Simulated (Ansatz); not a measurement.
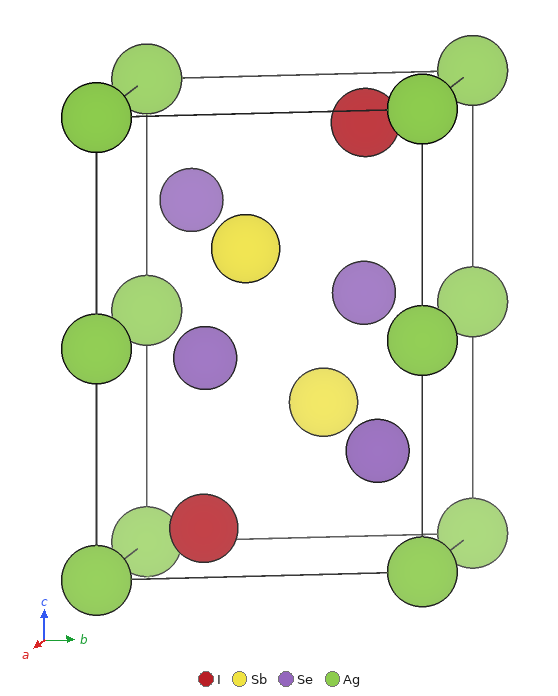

The image is a spheres-only drawing of a crystal, viewed slightly off an axis. One simulation cell is outlined, and atoms on its boundary appear in each equivalent place.

```yaml
crystal:
  lattice:
    - [0.00000, 4.16568, 0.00000]
    - [6.87365, -2.08284, 0.00000]
    - [0.23117, 0.00000, -10.42739]
  atoms:
    - { symbol: I, position: [0.36336, 0.72672, 0.92290] }
    - { symbol: I, position: [0.63664, 0.27328, 0.07710] }
    - { symbol: Sb, position: [0.29385, 0.58770, 0.31524] }
    - { symbol: Sb, position: [0.70615, 0.41230, 0.68476] }
    - { symbol: Se, position: [0.07442, 0.14884, 0.74199] }
    - { symbol: Se, position: [0.92558, 0.85116, 0.25801] }
    - { symbol: Se, position: [0.36110, 0.72220, 0.55477] }
    - { symbol: Se, position: [0.63890, 0.27780, 0.44523] }
    - { symbol: Ag, position: [0.00000, 0.00000, 0.50000] }
    - { symbol: Ag, position: [0.00000, 0.00000, 0.00000] }
```

All computed values are from Ansatz, DFT, PAW plane waves, r2SCAN. Settings: a basis cut at 500 eV, Brillouin-zone sampling on a 7×7×3 mesh, Fermi-Dirac smearing of 0.1 eV, no spin polarisation.

**What does a Bader analysis give?**

Ag +0.45 e; Sb +0.96 e; Se -0.57 to -0.50 e; I -0.34 e.

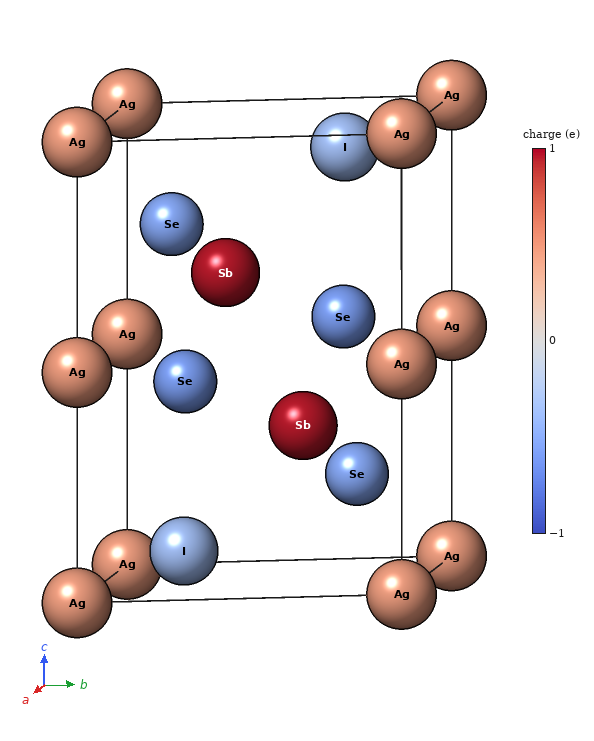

The atoms coloured by those charges.

The structure is a generated cell, made by putting these elements into a known structure type (the compound may or may not exist in this form); no relaxation was done. It was run through Ansatz as a DFT input.
